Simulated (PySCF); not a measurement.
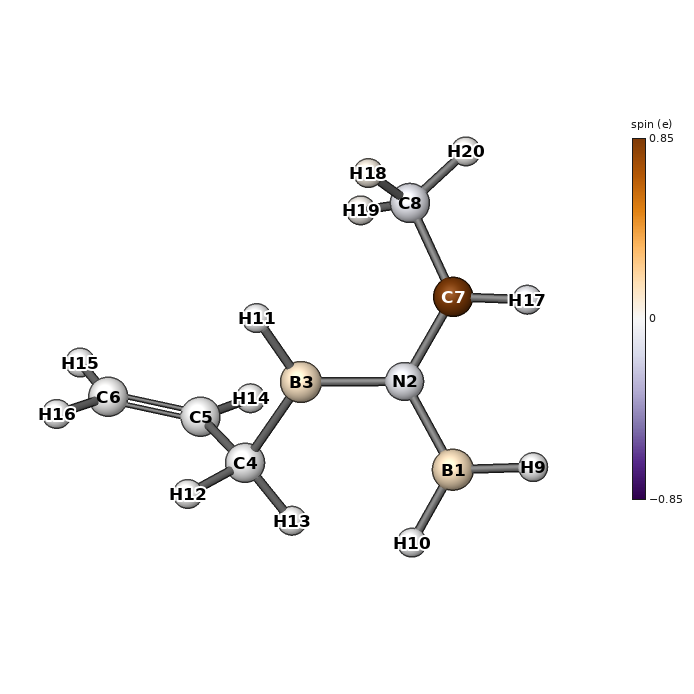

Atoms are coloured by their Mulliken spin populations. Charge 0, doublet. The computed structure is the end point of a GFN2-xTB optimisation. No frequency run is at hand to confirm it as a minimum. Level of theory: UKS B3LYP, pcH-1 on B C H N, non-relativistic (PySCF 2.14.0).

List the Mulliken spin populations.

| atom | value (e) |
| --- | --- |
| B1 | 0.14 |
| N2 | −0.06 |
| B3 | 0.13 |
| C4 | −0.01 |
| C5 | 0.00 |
| C6 | 0.01 |
| C7 | 0.85 |
| C8 | −0.08 |
| H9 | −0.01 |
| H10 | −0.01 |
| H11 | −0.01 |
| H12 | 0.01 |
| H13 | 0.00 |
| H14 | 0.00 |
| H15 | 0.00 |
| H16 | 0.00 |
| H17 | −0.04 |
| H18 | 0.05 |
| H19 | 0.02 |
| H20 | 0.01 |

Mulliken values depend strongly on the basis set. The geometry is semi-empirical. Around B such bond lengths and angles can be off by a tenth of an ångström or more and by several degrees, and values that hang on the shape move with them.
